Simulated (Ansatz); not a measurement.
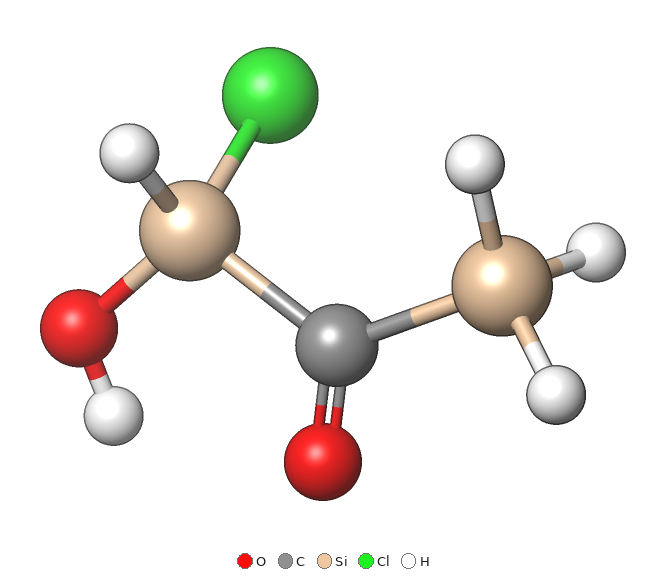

Multiple sticks mark multiple bonds (one Kekulé form).

What is the molecular formula?

Answer. CH5ClO2Si2, 11 atoms: 1 carbon, 5 hydrogen, 1 chlorine, 2 oxygen and 2 silicon.

Name functional groups in it.

Answer. Among them: Si–H bond, Si–O bond.

Which point group does it belong to?

Answer. C1.

What is its SMILES?

Answer. O=C([SiH3])[Si@H](O)Cl

More results for the same structure follow; atom numbers are the same in all pictures, views and colours differ. The computed structure is the end point of a PBE0-D4/def2-TZVP optimisation.

## Vibrations

Harmonic vibrations computed with RKS PBE0-D4/def2-TZVP (Ansatz 0.2.0) at a stationary point of the same level.

How many vibrational modes are there, and where do they lie?

Answer. 27 modes: 45, 50, 77, 142, 188, 251, 339, 369, 395, 438, 550, 592, 634, 739, 823, 855, 908, 929, 933, 943, 964, 1700, 2228, 2242, 2256, 2269, 3823 cm⁻¹.

## Electronic properties

Properties computed with RKS CAM-B3LYP-D4/def2-TZVPP (Ansatz 0.2.0).

Estimate the HOMO energy (Kohn–Sham orbital).

Answer. −8.30 eV.

Estimate the dispersion correction.

Answer. −27.1 kJ/mol.

Give the HOMO–LUMO gap at this level.

Answer. 7.13 eV.

## Charges

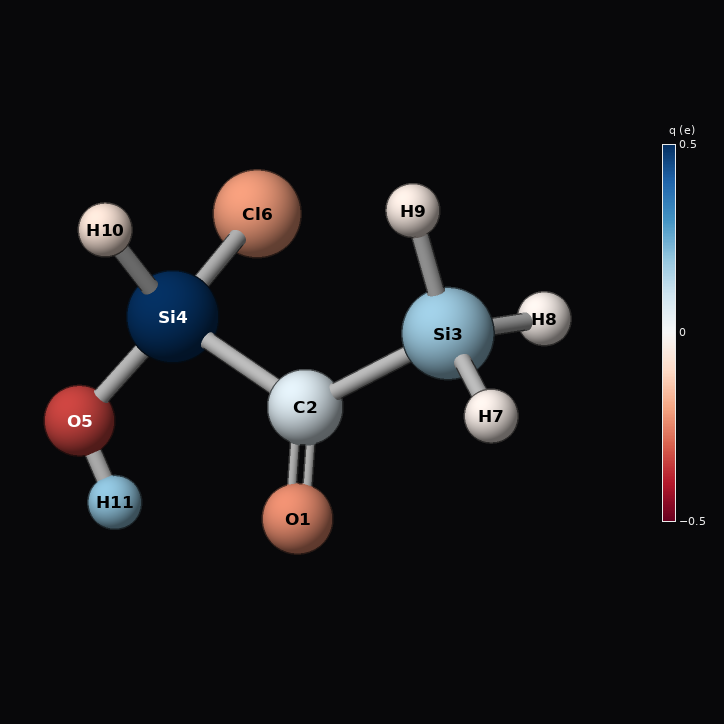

Atoms are coloured by their Mulliken charges. Properties computed with RKS PBE-D4/def2-TZVPP (Ansatz 0.2.0).

Give the Mulliken charges atom by atom.

```tsv
atom	value (e)
O1	−0.23
C2	0.07
Si3	0.18
Si4	0.50
O5	−0.34
Cl6	−0.21
H7	−0.03
H8	−0.03
H9	−0.04
H10	−0.07
H11	0.20
```

Mulliken values depend strongly on the basis set and can even reverse the polarity of a bond.
